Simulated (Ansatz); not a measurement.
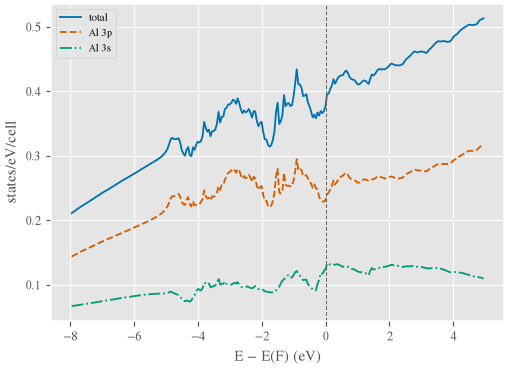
Fig. 1. Total and projected density of states of Al (fcc (Cu type), space group No. 225), PBEsol (plane waves, PAW; program Ansatz)

Problem. Which orbitals carry the states next to the Fermi level?

Solution. Within 0.5 eV of the Fermi level: Al 3p 64 %, Al 3s 30 %, outside the projected shells 6 %. Projections are on Löwdin-orthogonalised atomic valence shells; empty p or d shells of many metals are not among them.

Problem. Where is the tallest occupied peak in this window, and what makes it?

Solution. Near -0.9 eV, about 0.43 states/eV per cell; the largest projected share is Al 3p.

Space group Fm-3m (fcc (Cu type)). Symmetry was held in the PBEsol relaxation.

Potentials: the earlier of the program's two PAW sets. The files were generated under PBE; for other functionals the program regenerates the frozen cores, and for LDA and PBEsol the local potential too.
